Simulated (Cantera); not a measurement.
Feed: 1 mol Pb, 2.7 mol H2, held at 1.00 Torr.

Cantera equilibrium calculation (NASA polynomials, part measured and part estimated; ideal gas, pure solids and liquids). Candidate condensed phases: Pb; 4 gas species. Equilibrium is a limit: real reactors are often held back by kinetics, nucleation or transport.

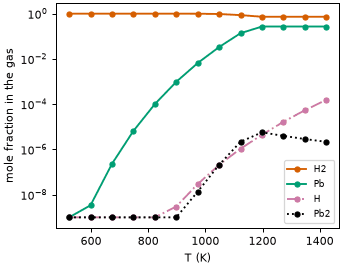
Figure. Equilibrium gas composition (values under 1e-9 drawn at 1e-9)

From 523 K to 598 K the condensed part is Pb(s). From 673 K to 1123 K the condensed part is Pb(l). From 1198 K to 1423 K nothing is condensed.
